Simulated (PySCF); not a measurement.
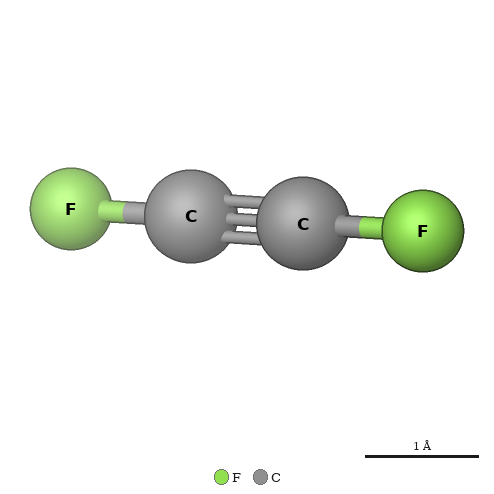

Distant atoms are faded towards the background colour. The computed structure is the end point of a PBE0-D3(BJ)/def2-SVP optimisation. No frequency run is at hand to confirm it as a minimum. Masses are those of the most abundant isotopes; constants are for the rigid equilibrium geometry.

What kind of rotor is it, and what are its rotational constants in MHz?

A linear rotor (D∞h) with B = 3550 MHz.
